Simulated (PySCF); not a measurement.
```xyz
14

C     2.8026   -0.6714    0.4300
C     1.7283   -0.2567    0.1011
C     0.4094    0.2151   -0.2402
C    -0.2141    1.1435    0.8350
Si   -1.8458    0.1505    0.7941
C    -0.6608   -0.9076   -0.2666
H     3.7522   -1.0260    0.6991
H     0.4532    0.7245   -1.2068
H    -0.2294    2.1922    0.5468
H     0.3265    1.0743    1.7777
H    -2.9396    0.7823    0.0543
H    -2.3167   -0.4227    2.0534
H    -0.3002   -1.8066    0.2307
H    -0.9663   -1.1918   -1.2709
```

Geometry: GFN2-xTB.

These are results of PBE0/pcSseg-1, SCF density, gas phase, non-relativistic (PySCF), not measurements.

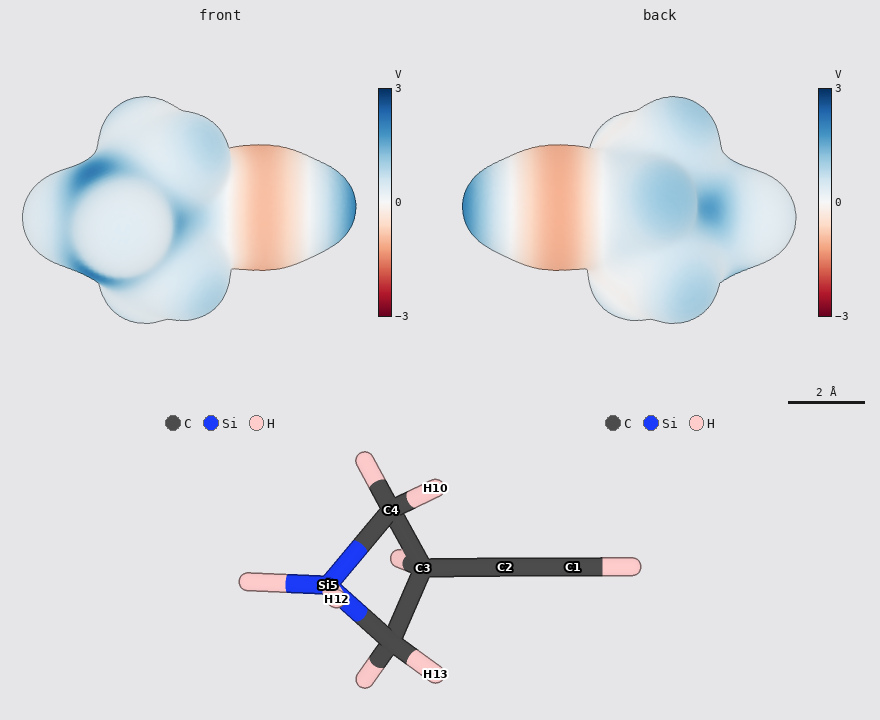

C₅H₈Si. The molecular electrostatic potential painted on the density surface at 0.004 e/bohr³, seen from the front and from behind; red is negative and blue positive. The bare structure is drawn below in the same view.

> Where is the surface potential most negative and most positive?

The most negative region (about −1.0 V) lies over C1 and C2, the most positive (about +2.0 V) over Si5 and H7.

> What dipole moment does the calculation give?

Its dipole moment is 0.70 D.
